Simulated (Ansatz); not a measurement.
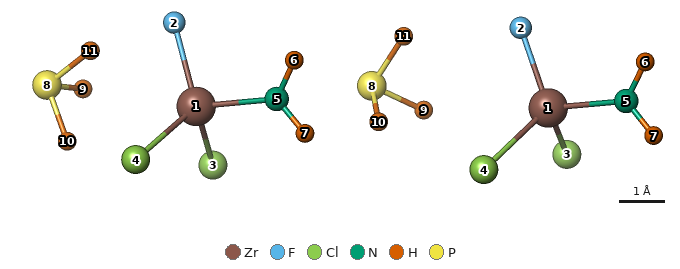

Two geometries of ZrPNH$_{5}$Cl$_{2}$F, drawn at one scale. One is the start of a relaxation, the other its converged end. The picture is a ball-and-stick view, seen at a tilt.

The calculation used RKS B3LYP/def2-SVP in Ansatz. Set-up: no spin polarisation; force threshold 0.03 eV/Å; at most 50 steps.

> Which geometry has the lower energy?

The right one is the relaxed one. The run prepares an end point of a later path (reaction) calculation, from a guessed geometry. The atom that moves furthest after the best rigid fit is H11 (0.84 Å). Largest moves by element: H 0.84 Å, P 0.49 Å, Cl 0.41 Å, N 0.28 Å, Zr 0.28 Å, F 0.21 Å. Among the contacts that change: Zr1–H11 2.853 → 3.927 Å, Zr1–F2 1.951 → 1.903 Å, P8–H11 1.425 → 1.431 Å, Zr1–N5 2.003 → 2.007 Å. Bond angles that change, for instance: F2–Zr1–Cl3 118.9° → 113.3°, Cl3–Zr1–N5 104.7° → 108.1°, F2–Zr1–N5 101.1° → 104.5°. Over 14 accepted moves (15 points after the start) the energy falls by 3.30 kcal/mol. The largest force component goes from 0.9 to 0.029 eV/Å. The line search rejected the trial step at point 3 of the run.
